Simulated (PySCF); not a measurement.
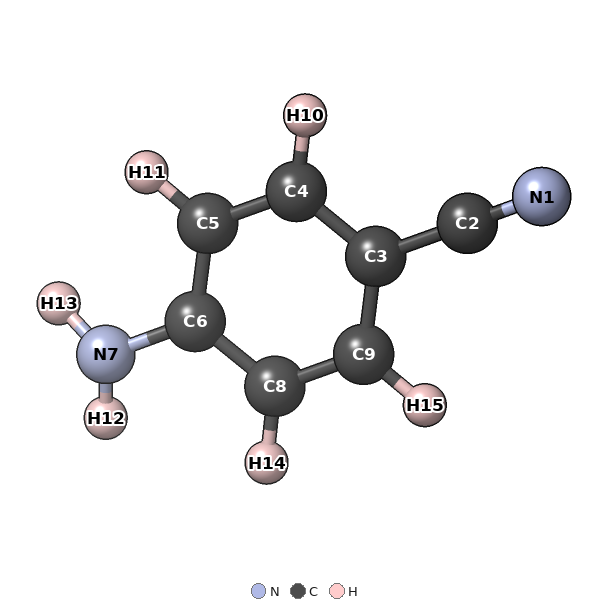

Computed geometry: PBE0-D3(BJ)/def2-TZVP optimisation. No frequency run is at hand to confirm it as a minimum. Method: GIAO ωB97X-D/pcSseg-2 NMR shielding, non-relativistic, gas phase (PySCF 2.14.0), and the same with a continuum solvent (IEF-PCM, Bondi radii x 1.2, gas-phase geometry).

How do dipole (D), HOMO–LUMO gap (eV), σ(N1) (ppm), σ(C3) (ppm), σ(H12) (ppm) change in chloroform (ε = 4.7)?

```
    medium  dipole (D)  HOMO–LUMO gap (eV)  σ(N1) (ppm)  σ(C3) (ppm)  σ(H12) (ppm)
 gas phase        6.84                8.89        −42.4         74.5         27.93
chloroform        8.56                8.77        −23.0         79.3         27.35
```
